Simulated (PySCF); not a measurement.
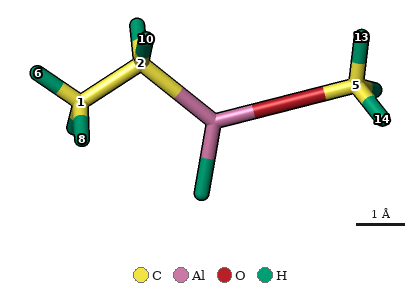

Figure 1. The input geometry (stick view, seen at a tilt; atoms are numbered from 1 in the order of the input). Sticks mark near contacts. Bond lengths as drawn: Al–C 1.99 Å, Al–H 1.55 Å, Al–O 1.70 Å, C–C 1.51 Å, C–H 1.07 to 1.12 Å and C–O 1.36 Å.

# Geometry relaxation, with input and output: C3H9AlO (part 1 of 2)

- system: C3H9AlO, SMILES C[CH2][AlH][O]C
- method: PBE0-D3(BJ)/def2-SVP geometry optimisation, gas phase (PySCF 2.14.0)

What the program printed:
```
step   0  E = -436.85504914  max force = 0.028896
step   1  E = -436.86029541  max force = 0.004554
step   2  E = -436.86052840  max force = 0.002187
step   3  E = -436.86062352  max force = 0.001591
step   4  E = -436.86066313  max force = 0.001176
step   5  E = -436.86068435  max force = 0.000709
step   6  E = -436.86069385  max force = 0.000694
step   7  E = -436.86071068  max force = 0.001044
step   8  E = -436.86077461  max force = 0.003194
step   9  E = -436.85906978  max force = 0.012273
step  10  E = -436.86091202  max force = 0.008883
step  11  E = -436.86107508  max force = 0.008027
step  12  E = -436.86163047  max force = 0.007438
step  13  E = -436.86188942  max force = 0.005140
step  14  E = -436.86200082  max force = 0.001509
step  15  E = -436.86203856  max force = 0.001287
step  16  E = -436.86206597  max force = 0.001470
step  17  E = -436.86213199  max force = 0.002122
step  18  E = -436.86218079  max force = 0.001580
step  19  E = -436.86223223  max force = 0.000779
step  20  E = -436.86227389  max force = 0.000875
step  21  E = -436.86233675  max force = 0.002035
step  22  E = -436.86242661  max force = 0.003297
step  23  E = -436.86255586  max force = 0.003332
step  24  E = -436.86274874  max force = 0.001305
step  25  E = -436.86279722  max force = 0.001008
step  26  E = -436.86280758  max force = 0.000441
optimisation converged
```

Trajectory as extended XYZ (Å, eV, eV/Å), 27 frames, from step=0 to step=26:
```
14
Properties=species:S:1:pos:R:3:forces:R:3 step=0 energy=-11887.43138
C    -2.6294    0.0497   -0.1575   -0.4430   1.3941  -0.6914
C    -1.2793   -0.1567   -0.8026    0.4969   0.2542   0.7532
Al    0.1106    0.0955    0.6030    0.7267  -0.1842  -0.8050
O     1.7943    0.0200    0.3840   -1.4859  -0.0940   0.0974
C     3.1463   -0.0474    0.2109   -0.4399   0.3703   0.5549
H    -3.4615   -0.0868   -0.8772    0.0727  -0.0859   0.1933
H    -2.7866   -0.5995    0.6833   -0.2603  -0.5968   0.7674
H    -2.7172    1.0992    0.2108   -0.1138  -0.4107   0.0185
H    -1.2455   -1.1523   -1.2236    0.2778  -0.7402  -0.3582
H    -1.1538    0.5300   -1.6409    0.1873   0.2590  -0.3301
H    -0.3051    0.3892    2.0654   -0.2822   0.1143   0.5421
H     3.5565   -0.9099    0.7526    0.2896  -0.1989  -0.0599
H     3.3678   -0.1109   -0.8490    0.5600  -0.1219  -0.5962
H     3.5958    0.8648    0.6331    0.4141   0.0408  -0.0861
14
Properties=species:S:1:pos:R:3:forces:R:3 step=1 energy=-11887.57414
C    -2.6559    0.0603   -0.1815    0.0134   0.1143   0.0117
C    -1.2308   -0.1302   -0.7053   -0.1045  -0.0587   0.1683
Al    0.1111    0.1194    0.7115    0.0382  -0.0264  -0.1965
O     1.7498    0.0144    0.3637    0.1062  -0.0381  -0.0372
C     3.1074   -0.0550    0.1394   -0.2342   0.0705   0.1042
H    -3.4134   -0.1149   -0.9606   -0.0731  -0.0815  -0.0078
H    -2.8778   -0.6114    0.6657   -0.0456   0.0118  -0.0672
H    -2.8205    1.0879    0.1832    0.0039  -0.0073   0.0430
H    -1.1267   -1.1478   -1.1301    0.0972   0.0798  -0.0053
H    -1.0401    0.5610   -1.5458    0.0844  -0.0359  -0.0009
H    -0.3154    0.4171    2.2118   -0.0063   0.0063   0.0353
H     3.5505   -0.9314    0.6468    0.0282  -0.0154  -0.0589
H     3.3360   -0.1261   -0.9404    0.0309  -0.0329   0.0327
H     3.6186    0.8414    0.5340    0.0611   0.0136  -0.0214
14
Properties=species:S:1:pos:R:3:forces:R:3 step=2 energy=-11887.58048
C    -2.6699    0.0649   -0.1809    0.0393   0.0442  -0.0675
C    -1.2402   -0.1297   -0.6994   -0.1125   0.0016   0.1111
Al    0.1169    0.1160    0.6952    0.0136   0.0128   0.0012
O     1.7573    0.0122    0.3571    0.0535  -0.0158  -0.0432
C     3.1145   -0.0536    0.1448   -0.0979   0.0218   0.0285
H    -3.4290   -0.1162   -0.9603    0.0051  -0.0219   0.0054
H    -2.9007   -0.6088    0.6604   -0.0041  -0.0142  -0.0107
H    -2.8363    1.0906    0.1888    0.0197  -0.0149   0.0063
H    -1.1225   -1.1430   -1.1264    0.0224   0.0028  -0.0130
H    -1.0361    0.5572   -1.5400    0.0286   0.0000  -0.0150
H    -0.3035    0.4149    2.1997    0.0039   0.0032   0.0159
H     3.5585   -0.9319    0.6479    0.0098  -0.0127  -0.0084
H     3.3527   -0.1294   -0.9319    0.0223  -0.0095  -0.0096
H     3.6313    0.8416    0.5375   -0.0035   0.0025  -0.0011
14
Properties=species:S:1:pos:R:3:forces:R:3 step=3 energy=-11887.58306
C    -2.6709    0.0668   -0.1938    0.0058  -0.0201  -0.0818
C    -1.2302   -0.1255   -0.6756   -0.0749   0.0297   0.0669
Al    0.1141    0.1220    0.7270    0.0061   0.0116   0.0191
O     1.7481    0.0111    0.3625    0.0118  -0.0051  -0.0153
C     3.0997   -0.0571    0.1324    0.0223  -0.0010   0.0084
H    -3.4111   -0.1201   -0.9906    0.0188   0.0213   0.0098
H    -2.9223   -0.6113    0.6375    0.0076  -0.0162   0.0186
H    -2.8473    1.0901    0.1765    0.0049  -0.0037  -0.0077
H    -1.0929   -1.1360   -1.1022   -0.0086  -0.0297  -0.0035
H    -1.0019    0.5590   -1.5126    0.0029   0.0154  -0.0051
H    -0.2968    0.4225    2.2359    0.0198  -0.0010  -0.0121
H     3.5507   -0.9381    0.6251    0.0004  -0.0029   0.0161
H     3.3273   -0.1352   -0.9467   -0.0049   0.0071  -0.0193
H     3.6263    0.8364    0.5170   -0.0120  -0.0054   0.0056
14
Properties=species:S:1:pos:R:3:forces:R:3 step=4 energy=-11887.58414
C    -2.6771    0.0682   -0.2006   -0.0141  -0.0330  -0.0174
C    -1.2328   -0.1231   -0.6635    0.0095   0.0115   0.0091
Al    0.1172    0.1234    0.7354   -0.0066   0.0069   0.0201
O     1.7491    0.0083    0.3611   -0.0389  -0.0092  -0.0193
C     3.0996   -0.0601    0.1291    0.0605  -0.0073  -0.0058
H    -3.4072   -0.1172   -1.0064    0.0102   0.0229  -0.0030
H    -2.9380   -0.6132    0.6257    0.0046   0.0004   0.0098
H    -2.8567    1.0903    0.1702   -0.0079   0.0055  -0.0021
H    -1.0908   -1.1335   -1.0903   -0.0076  -0.0154   0.0012
H    -0.9949    0.5609   -1.4991   -0.0041   0.0068  -0.0008
H    -0.2798    0.4263    2.2471    0.0135   0.0011  -0.0063
H     3.5520   -0.9413    0.6210   -0.0060   0.0057   0.0114
H     3.3264   -0.1378   -0.9508   -0.0105   0.0084  -0.0014
H     3.6258    0.8335    0.5135   -0.0025  -0.0043   0.0046
14
Properties=species:S:1:pos:R:3:forces:R:3 step=5 energy=-11887.58472
C    -2.6819    0.0694   -0.2063   -0.0147  -0.0161   0.0181
C    -1.2333   -0.1212   -0.6529    0.0319  -0.0035  -0.0133
Al    0.1192    0.1245    0.7447   -0.0071   0.0026   0.0078
O     1.7484    0.0046    0.3585   -0.0294  -0.0092  -0.0258
C     3.0991   -0.0637    0.1253    0.0365  -0.0040   0.0021
H    -3.4016   -0.1111   -1.0220   -0.0002   0.0096  -0.0065
H    -2.9525   -0.6144    0.6153    0.0019   0.0059  -0.0041
H    -2.8658    1.0906    0.1651   -0.0038   0.0039   0.0012
H    -1.0887   -1.1321   -1.0795   -0.0025   0.0029   0.0052
H    -0.9880    0.5627   -1.4870   -0.0049  -0.0018   0.0023
H    -0.2630    0.4305    2.2587    0.0036   0.0027   0.0015
H     3.5516   -0.9447    0.6177   -0.0046   0.0047   0.0010
H     3.3241   -0.1402   -0.9552   -0.0060   0.0032   0.0080
H     3.6254    0.8296    0.5101   -0.0005  -0.0009   0.0025
14
Properties=species:S:1:pos:R:3:forces:R:3 step=6 energy=-11887.58498
C    -2.6847    0.0710   -0.2079   -0.0055   0.0028   0.0195
C    -1.2343   -0.1204   -0.6490    0.0198  -0.0075  -0.0160
Al    0.1204    0.1243    0.7463   -0.0006   0.0035   0.0119
O     1.7478    0.0009    0.3532   -0.0123  -0.0114  -0.0357
C     3.0999   -0.0667    0.1241    0.0063   0.0054   0.0176
H    -3.4003   -0.1045   -1.0281   -0.0028   0.0000  -0.0029
H    -2.9600   -0.6143    0.6108   -0.0008   0.0022  -0.0069
H    -2.8691    1.0917    0.1652    0.0008   0.0003   0.0028
H    -1.0900   -1.1316   -1.0752    0.0010   0.0066   0.0037
H    -0.9867    0.5633   -1.4826   -0.0031  -0.0039   0.0008
H    -0.2523    0.4334    2.2619   -0.0032   0.0027   0.0031
H     3.5508   -0.9473    0.6183   -0.0006   0.0001  -0.0031
H     3.3274   -0.1421   -0.9558   -0.0009  -0.0005   0.0047
H     3.6240    0.8269    0.5112    0.0021  -0.0003   0.0004
14
Properties=species:S:1:pos:R:3:forces:R:3 step=7 energy=-11887.58544
C    -2.6891    0.0754   -0.2082    0.0128   0.0300   0.0124
C    -1.2373   -0.1192   -0.6452   -0.0072  -0.0103  -0.0150
Al    0.1227    0.1237    0.7442    0.0126   0.0067   0.0247
O     1.7464   -0.0077    0.3379    0.0164  -0.0138  -0.0537
C     3.1021   -0.0731    0.1237   -0.0405   0.0172   0.0412
H    -3.4010   -0.0896   -1.0338   -0.0060  -0.0132   0.0034
H    -2.9706   -0.6135    0.6049   -0.0051  -0.0052  -0.0068
H    -2.8713    1.0948    0.1701    0.0066  -0.0050   0.0051
H    -1.0956   -1.1308   -1.0711    0.0054   0.0076   0.0000
H    -0.9879    0.5638   -1.4789    0.0006  -0.0048  -0.0022
H    -0.2334    0.4398    2.2624   -0.0134   0.0021   0.0026
H     3.5480   -0.9531    0.6227    0.0059  -0.0064  -0.0072
H     3.3396   -0.1468   -0.9537    0.0074  -0.0050  -0.0026
H     3.6204    0.8210    0.5174    0.0045   0.0001  -0.0018
14
Properties=species:S:1:pos:R:3:forces:R:3 step=8 energy=-11887.58718
C    -2.7029    0.0934   -0.2047    0.0693   0.1038  -0.0084
C    -1.2501   -0.1144   -0.6380   -0.0845  -0.0170  -0.0118
Al    0.1323    0.1215    0.7272    0.0418   0.0164   0.0682
O     1.7412   -0.0414    0.2722    0.0942  -0.0229  -0.1111
C     3.1094   -0.0974    0.1254   -0.1642   0.0463   0.1058
H    -3.4079   -0.0332   -1.0428   -0.0158  -0.0499   0.0195
H    -3.0015   -0.6094    0.5890   -0.0175  -0.0245  -0.0045
H    -2.8723    1.1072    0.1957    0.0207  -0.0199   0.0103
H    -1.1203   -1.1279   -1.0628    0.0169   0.0100  -0.0113
H    -0.9976    0.5653   -1.4733    0.0109  -0.0064  -0.0094
H    -0.1664    0.4635    2.2524   -0.0420   0.0013   0.0012
H     3.5335   -0.9757    0.6445    0.0263  -0.0248  -0.0172
H     3.3940   -0.1651   -0.9395    0.0304  -0.0146  -0.0220
H     3.6015    0.7984    0.5473    0.0136   0.0023  -0.0095
14
Properties=species:S:1:pos:R:3:forces:R:3 step=9 energy=-11887.54078
C    -2.7297    0.2230   -0.1571    0.4595   0.5744  -0.0630
C    -1.2861   -0.0766   -0.6018   -0.5965  -0.0269   0.0395
Al    0.2568    0.0936    0.5663   -0.3811   0.1129   0.2318
O     1.6984   -0.2842   -0.2268    0.6129  -0.0339  -0.1469
C     3.0437   -0.2527    0.1489   -0.6311  -0.0484   0.2244
H    -3.3858    0.3584   -1.0323   -0.1266  -0.2790   0.0693
H    -3.1327   -0.5565    0.4996   -0.1150  -0.1281  -0.0057
H    -2.8073    1.1773    0.3978    0.0798  -0.1239   0.0297
H    -1.2478   -1.0982   -1.0229    0.1012   0.0199  -0.0814
H    -1.0293    0.5807   -1.4534    0.0670  -0.0198  -0.0535
H     0.3788    0.5764    2.0806   -0.1053   0.0112   0.0016
H     3.2727   -1.1076    0.8038    0.2478  -0.1800  -0.0463
H     3.6735   -0.3003   -0.7470    0.2471   0.0332  -0.0574
H     3.2878    0.6513    0.7366    0.1404   0.0882  -0.1422
14
Properties=species:S:1:pos:R:3:forces:R:3 step=10 energy=-11887.59091
C    -2.7301    0.1555   -0.1840    0.2459   0.3221  -0.0546
C    -1.2811   -0.0976   -0.6234   -0.3205  -0.0282   0.0056
Al    0.1782    0.1106    0.6533   -0.0287   0.0542   0.1877
O     1.7227   -0.1565    0.0377    0.3576  -0.0509  -0.2100
C     3.1057   -0.1749    0.1368   -0.4568   0.0715   0.2237
H    -3.4183    0.1522   -1.0453   -0.0561  -0.1580   0.0546
H    -3.0766   -0.5871    0.5480   -0.0600  -0.0774   0.0001
H    -2.8533    1.1459    0.2896    0.0536  -0.0664   0.0207
H    -1.1954   -1.1161   -1.0461    0.0523   0.0149  -0.0469
H    -1.0263    0.5713   -1.4665    0.0393  -0.0109  -0.0313
H     0.0711    0.5282    2.1867   -0.0980   0.0092   0.0040
H     3.4465   -1.0451    0.7227    0.1045  -0.0869  -0.0399
H     3.5576   -0.2276   -0.8651    0.1158  -0.0160  -0.0594
H     3.4924    0.7260    0.6480    0.0511   0.0228  -0.0542
14
Properties=species:S:1:pos:R:3:forces:R:3 step=11 energy=-11887.59535
C    -2.7268    0.1489   -0.1815    0.2039   0.2527  -0.0516
C    -1.2831   -0.1008   -0.6371   -0.2565  -0.0189   0.0121
Al    0.1686    0.1106    0.6508    0.0653   0.0380   0.1516
O     1.7304   -0.1418    0.0674    0.2767  -0.0473  -0.1701
C     3.1142   -0.1649    0.1422   -0.4128   0.0814   0.1631
H    -3.4303    0.1240   -1.0300   -0.0404  -0.1265   0.0468
H    -3.0578   -0.5872    0.5650   -0.0469  -0.0633   0.0034
H    -2.8494    1.1436    0.2822    0.0456  -0.0523   0.0149
H    -1.1955   -1.1185   -1.0610    0.0390   0.0090  -0.0398
H    -1.0351    0.5696   -1.4811    0.0339  -0.0067  -0.0258
H     0.0239    0.5185    2.1838   -0.0888   0.0069   0.0008
H     3.4688   -1.0372    0.7179    0.0615  -0.0621  -0.0251
H     3.5504   -0.2173   -0.8677    0.0895  -0.0214  -0.0549
H     3.5146    0.7369    0.6414    0.0301   0.0103  -0.0254
14
Properties=species:S:1:pos:R:3:forces:R:3 step=12 energy=-11887.61046
C    -2.7159    0.2106   -0.1276    0.1956   0.1534  -0.0809
C    -1.3206   -0.0888   -0.6951   -0.2188   0.0216   0.0783
Al    0.2071    0.0885    0.5092    0.2376  -0.0063   0.0343
O     1.7478   -0.2436   -0.1454    0.1811  -0.0018   0.1196
C     3.1025   -0.2248    0.1908   -0.3825   0.0506  -0.1038
H    -3.4799    0.2512   -0.9217   -0.0233  -0.0958   0.0365
H    -3.0309   -0.5456    0.6060   -0.0321  -0.0474   0.0197
H    -2.7576    1.1853    0.3887    0.0351  -0.0351  -0.0077
H    -1.2935   -1.1067   -1.1235    0.0125  -0.0134  -0.0443
H    -1.1124    0.5753   -1.5542    0.0363   0.0095  -0.0212
H     0.1548    0.5474    2.0357   -0.0712   0.0086  -0.0158
H     3.3891   -1.0931    0.8109   -0.0270  -0.0224   0.0141
H     3.7117   -0.2596   -0.7257    0.0755  -0.0086  -0.0566
H     3.3907    0.6885    0.7442   -0.0190  -0.0129   0.0279
14
Properties=species:S:1:pos:R:3:forces:R:3 step=13 energy=-11887.61751
C    -2.6988    0.2052   -0.1180    0.0452  -0.0069  -0.0368
C    -1.3228   -0.0893   -0.7220   -0.0537   0.0061   0.0387
Al    0.1951    0.0919    0.4973    0.2643  -0.0243  -0.0165
O     1.7533   -0.2276   -0.1201   -0.0345   0.0136   0.0283
C     3.1065   -0.2155    0.1948   -0.1847   0.0364  -0.0547
H    -3.4975    0.2023   -0.8783    0.0010  -0.0158   0.0067
H    -2.9780   -0.5405    0.6433    0.0054  -0.0002   0.0176
H    -2.7344    1.1885    0.3794    0.0020   0.0032  -0.0146
H    -1.2957   -1.1063   -1.1536   -0.0085  -0.0092  -0.0169
H    -1.1264    0.5766   -1.5830    0.0120   0.0164   0.0054
H     0.0800    0.5413    2.0221   -0.0374   0.0099  -0.0031
H     3.3938   -1.0905    0.8064    0.0021   0.0101   0.0122
H     3.7149   -0.2456   -0.7261   -0.0142  -0.0145  -0.0103
H     3.4028    0.6941    0.7503    0.0011  -0.0248   0.0442
14
Properties=species:S:1:pos:R:3:forces:R:3 step=14 energy=-11887.62054
C    -2.6841    0.2174   -0.1069   -0.0339  -0.0563   0.0010
C    -1.3221   -0.0823   -0.7321    0.0210  -0.0105   0.0103
Al    0.2083    0.0925    0.4729    0.0772  -0.0206  -0.0434
O     1.7505   -0.2481   -0.1670   -0.0776   0.0258   0.0207
C     3.0873   -0.2295    0.1990    0.0131  -0.0178  -0.0368
H    -3.4989    0.2094   -0.8498    0.0040   0.0110  -0.0058
H    -2.9514   -0.5268    0.6613    0.0167   0.0214   0.0130
H    -2.7078    1.2012    0.3893   -0.0134   0.0180  -0.0154
H    -1.3043   -1.0990   -1.1659   -0.0097   0.0017  -0.0054
H    -1.1313    0.5835   -1.5949   -0.0009   0.0155   0.0161
H     0.1011    0.5525    1.9949   -0.0047   0.0107   0.0000
H     3.3562   -1.1087    0.8135    0.0147   0.0056   0.0077
H     3.7307   -0.2516   -0.6989   -0.0148   0.0083   0.0167
H     3.3588    0.6740    0.7771    0.0084  -0.0127   0.0213
```
